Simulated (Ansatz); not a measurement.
CH₆Sn: several calculations on one system

**1. Relaxation**

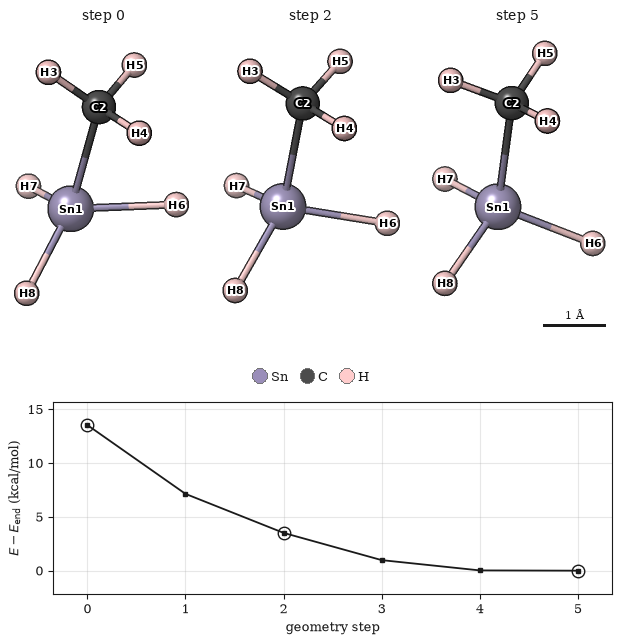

Frames of a relaxation of CH6Sn, marked on the history of the run. The picture is a ball-and-stick view, seen from a free direction.

The run prepares an end point of a later path (reaction) calculation, from a guessed geometry.

Level of theory: RKS LDA/def2-SVP (Ansatz 0.2.0). Settings: no spin polarisation; force threshold 0.03 eV/Å; at most 50 steps.

Question: What happens along the run?

Answer: Over 5 geometry steps the energy falls by 13.5 kcal/mol. The largest force component goes from 1.3 to 0.025 eV/Å. The largest move after the best rigid fit is that of H6, 0.81 Å. Largest moves by element: H 0.81 Å, Sn 0.22 Å, C 0.08 Å. Among the contacts that change: Sn1–H7 1.712 → 1.719 Å, Sn1–C2 2.133 → 2.138 Å. Among the angles between lasting bonds that change: C2–Sn1–H6 74.6° → 109.9°, Sn1–C2–H3 119.5° → 109.9°, C2–Sn1–H8 117.7° → 110.1°. The run took 6.2 s on 1 thread of Intel(R) Xeon(R) Platinum 8375C CPU @ 2.90GHz (Ice Lake), on a shared host, peak memory 0.13 GiB. From step 0 to 2: H6 moves most (0.39 Å), energy −10.0 kcal/mol. From step 2 to 5: H6 moves most (0.42 Å), energy −3.51 kcal/mol.

| step | E − E(0), kcal/mol | largest force component, eV/Å |
| --- | --- | --- |
| 0 | 0.00 | 1.2842 |
| 1 | -6.39 | 0.7286 |
| 2 | -10.02 | 0.3443 |
| 3 | -12.55 | 0.1834 |
| 4 | -13.51 | 0.1458 |
| 5 | -13.53 | 0.0254 |

**2. Relaxation**

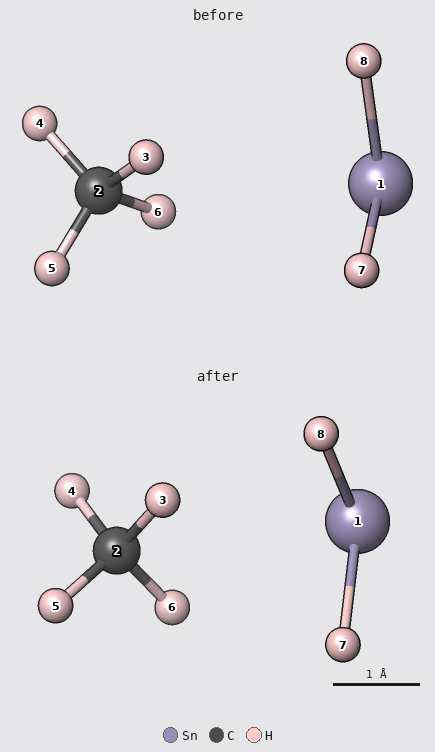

The structure of CH6Sn before (top) and after (bottom) a relaxation, at one scale.

The picture is a ball-and-stick view, seen at a tilt.

The run prepares an end point of a later path (reaction) calculation, from a guessed geometry.

Theory: RKS LDA/def2-SVP in Ansatz.

The input:
```yaml
crystal:
  periodic: [false, false, false]
  atoms:
    - { symbol: Sn, position_ang: [-0.067371, -0.047475, -0.967151] }
    - { symbol: C, position_ang: [1.65193, 0.024197, 1.900313] }
    - { symbol: H, position_ang: [0.572446, -0.218981, 1.746418] }
    - { symbol: H, position_ang: [2.112507, -0.797045, 2.480839] }
    - { symbol: H, position_ang: [1.727399, 0.987995, 2.437487] }
    - { symbol: H, position_ang: [2.178174, 0.103212, 0.925748] }
    - { symbol: H, position_ang: [-1.145184, 1.218053, -0.316325] }
    - { symbol: H, position_ang: [-1.171501, -1.269956, -0.26903] }
basis:
  gaussian: { orbitals: def2-SVP }
hamiltonian:
  xc: lda
relax:
  f_tol: 0.03
  max_steps: 50
```

Run as
```bash
ansatz run input.yaml --threads 1 --pin off --max-ram 2048MiB --backend cpu --events-out ev --progress --plain --runs-dir out
```

**What changed between the two?**

The atom that moves furthest after the best rigid fit is H7 (0.62 Å). By element the largest moves are H 0.62 Å, Sn 0.41 Å, C 0.23 Å. Near-neighbour distances that change, for instance: Sn1–C2 3.344 → 2.855 Å, Sn1–H3 2.793 → 2.361 Å, Sn1–H6 2.941 → 2.543 Å, C2–H3 1.117 → 1.121 Å. Among the angles between lasting bonds that change: H3–C2–H6 110.6° → 114.8°, H3–C2–H5 108.8° → 105.9°. Over 13 accepted moves (16 points after the start) the energy falls by 0.139 eV. The largest force component goes from 0.29 to 0.0063 eV/Å. The line search rejected the trial steps at points 8, 11, 12 of the run. The forces were under the threshold at step 10, but the run went on from there.

Limits of the set-up: the start holds two separate molecules, 2.8 Å apart at their closest, whose relative position is a soft coordinate and is computed without a dispersion correction.

**3. Path**

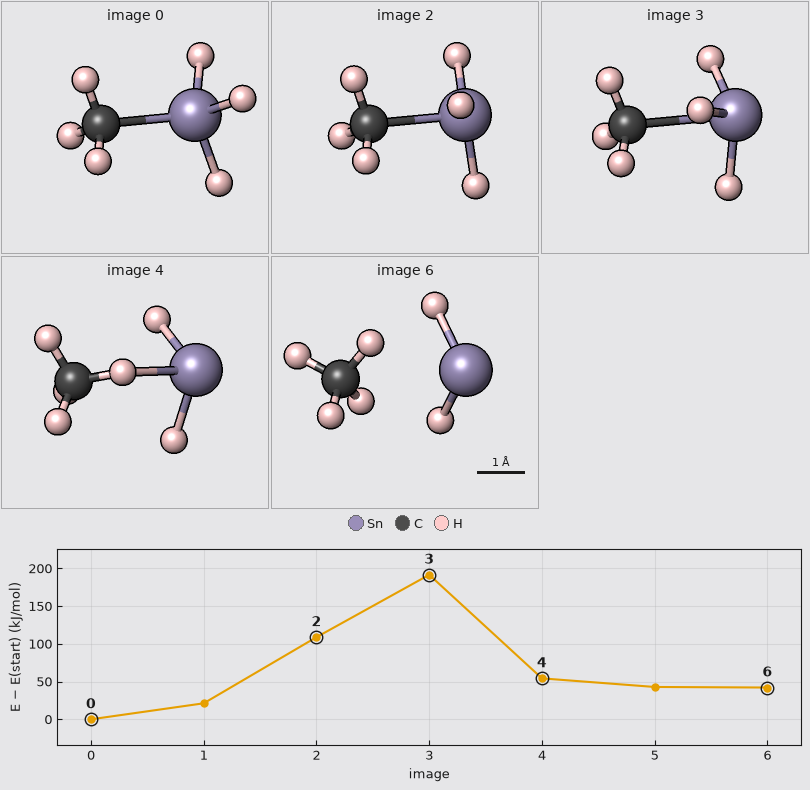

A nudged-elastic-band calculation for CH₆Sn. Images are numbered from 0 (start) to 6 (end). Style: ball-and-stick. Shown at a tilt.

Level of theory: Ansatz, RKS LDA/def2-SVP. Run with 5 movable images; climbing image; force threshold 0.03 eV/Å; iteration limit 60; starting path through a guess of the saddle point.

**What happens along the path, and what is the barrier?**

Forward barrier 191.6 kJ/mol, backward barrier 149.5 kJ/mol, with image 3 at the top; the reaction energy is +42.1 kJ/mol. Breaking: C–Sn (2.14 → 2.85 Å), H–Sn (1.72 → 2.54 Å). Forming: C–H (3.17 → 1.11 Å). The band converged in 19 iterations. The largest component of the band force went from 4 to 0.025 eV/Å. The climbing image converged on the top of the path. Its vibrational analysis gives one imaginary mode (1017i cm⁻¹), as a transition state must have.

Cost: 75 s on 1 thread of Intel(R) Xeon(R) Platinum 8375C CPU @ 2.90GHz (Ice Lake), on a shared host, peak memory 0.13 GiB.
